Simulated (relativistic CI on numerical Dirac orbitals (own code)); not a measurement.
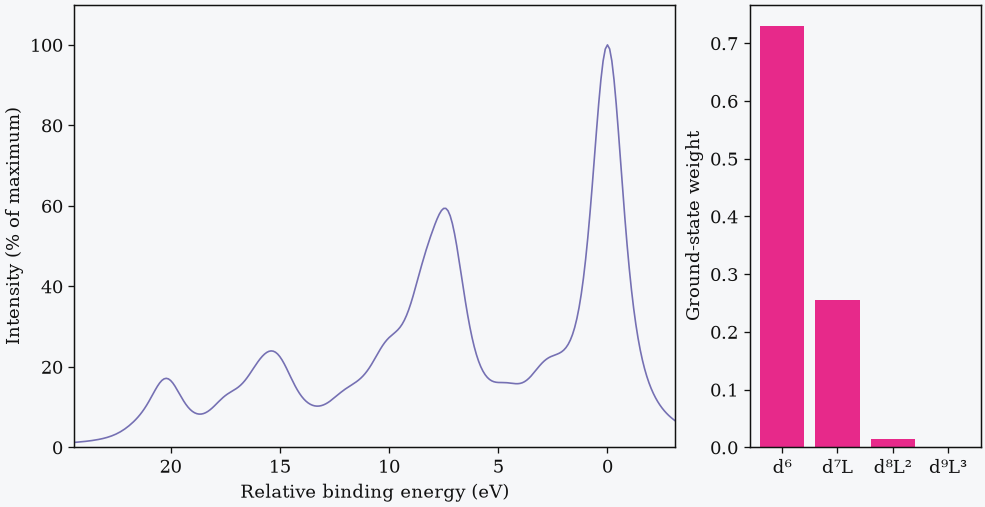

3s photoemission of nominal Co³⁺ (d⁶) with Δ = 3.6, U_dd = 7.4, U_pd = 9.3, 10Dq = 0.95 (ligand 0.3), V(eg) = 2.55, V(t2g) = −1.37 eV, final-state hopping scaled by 0.9. Charge-transfer multiplet model of a cubic metal–ligand cluster, up to 3 ligand holes (L), atomic integrals computed for Dirac–Coulomb–Breit ions and scaled by 0.8, 300 K, Voigt broadening (Lorentzian 1.4 eV, Gaussian 0.8 eV). Energies are counted from the highest peak in the lower part of the range.

What does the figure show?

Answer. The main maxima lie at 0.0 eV (100), 7.4 eV (59), 15.4 eV (24) and 20.2 eV (17), heights in % of the largest. The ground state is 73 % d⁶, 25 % d⁷L and 1 % d⁸L², with 6.28 d electrons and S = 2.00.

Limits of the model: exchange splitting of an s hole is too large without intra-shell correlation.
